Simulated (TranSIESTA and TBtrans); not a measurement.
System: Cu point contact of 4 atoms in a row between two rods, one bond stretched by the factor 1.5. Leads: fcc Cu rod along [100], layers of 5 and 4 atoms, a = 3.63 Å. Geometry: as built, not relaxed. Transport runs along z; the first 18 and the last 18 of the 71 atoms are the lead cells, repeated to infinity.

```xyz
71
Lattice="13.634 0.000 0.000 0.000 13.634 0.000 0.000 0.000 37.305" Properties=species:S:1:pos:R:3 pbc="F F T"
Cu     6.817     6.817     0.000
Cu     9.384     6.817     0.000
Cu     6.817     9.384     0.000
Cu     4.250     6.817     0.000
Cu     6.817     4.250     0.000
Cu     8.100     8.100     1.815
Cu     5.533     8.100     1.815
Cu     8.100     5.533     1.815
Cu     5.533     5.533     1.815
Cu     6.817     6.817     3.630
Cu     9.384     6.817     3.630
Cu     6.817     9.384     3.630
Cu     4.250     6.817     3.630
Cu     6.817     4.250     3.630
Cu     8.100     8.100     5.445
Cu     5.533     8.100     5.445
Cu     8.100     5.533     5.445
Cu     5.533     5.533     5.445
Cu     6.817     6.817     7.260
Cu     9.384     6.817     7.260
Cu     6.817     9.384     7.260
Cu     4.250     6.817     7.260
Cu     6.817     4.250     7.260
Cu     8.100     8.100     9.075
Cu     5.533     8.100     9.075
Cu     8.100     5.533     9.075
Cu     5.533     5.533     9.075
Cu     6.817     6.817    10.890
Cu     9.384     6.817    10.890
Cu     6.817     9.384    10.890
Cu     4.250     6.817    10.890
Cu     6.817     4.250    10.890
Cu     8.100     8.100    12.705
Cu     5.533     8.100    12.705
Cu     8.100     5.533    12.705
Cu     5.533     5.533    12.705
Cu     6.817     6.817    14.520
Cu     6.817     6.817    16.881
Cu     6.817     6.817    20.424
Cu     6.817     6.817    22.785
Cu     8.100     8.100    24.600
Cu     5.533     8.100    24.600
Cu     8.100     5.533    24.600
Cu     5.533     5.533    24.600
Cu     6.817     6.817    26.415
Cu     9.384     6.817    26.415
Cu     6.817     9.384    26.415
Cu     4.250     6.817    26.415
Cu     6.817     4.250    26.415
Cu     8.100     8.100    28.230
Cu     5.533     8.100    28.230
Cu     8.100     5.533    28.230
Cu     5.533     5.533    28.230
Cu     6.817     6.817    30.045
Cu     9.384     6.817    30.045
Cu     6.817     9.384    30.045
Cu     4.250     6.817    30.045
Cu     6.817     4.250    30.045
Cu     8.100     8.100    31.860
Cu     5.533     8.100    31.860
Cu     8.100     5.533    31.860
Cu     5.533     5.533    31.860
Cu     6.817     6.817    33.675
Cu     9.384     6.817    33.675
Cu     6.817     9.384    33.675
Cu     4.250     6.817    33.675
Cu     6.817     4.250    33.675
Cu     8.100     8.100    35.490
Cu     5.533     8.100    35.490
Cu     8.100     5.533    35.490
Cu     5.533     5.533    35.490
```

Run with TranSIESTA and TBtrans (open boundaries, self-consistent; PseudoDojo norm-conserving potentials, scalar-relativistic): PAO.BasisSize SZP, PAO.EnergyShift 0.15 eV, XC.Authors PBE, Mesh.Cutoff 150 Ry, ElectronicTemperature 300 K, TBT.Elecs.Eta 0.001 eV, no spin polarisation.

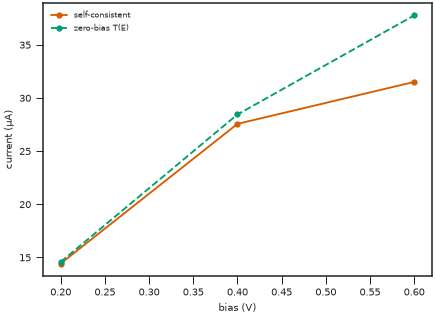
Current against bias

| V (V) | I self-consistent (μA) | I from the zero-bias T(E) (μA) |
|---|---|---|
| 0.2 | 14.4 | 14.6 |
| 0.4 | 27.6 | 28.4 |
| 0.6 | 31.5 | 37.8 |

Positive bias raises the left lead's chemical potential. The energy step is 0.02 eV; narrower resonances are cut or missed.

The leads' channel count changes near 0.01 eV, within the thermal window, so values at the Fermi level hang on where that band edge falls.
